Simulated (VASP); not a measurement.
Band structure of Sr (fcc). Computed with SCAN meta-GGA, VASP's PBE PAW potentials (set 64) (plane waves; VASP).

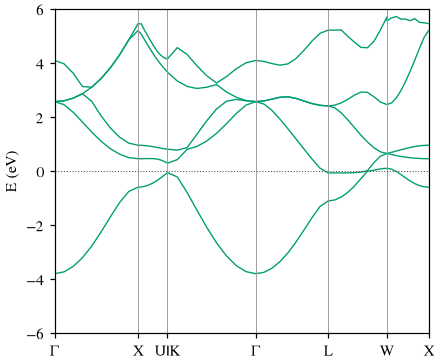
*Bands along high-symmetry lines, zero at the valence-band maximum or, without a gap, the Fermi level*

Q: Read the plot: is there a gap, and where are the band edges?

A: It has no gap at this level: it comes out as a metal or semimetal.

The compound is Sr in the fcc structure. The cell was not relaxed at this level.
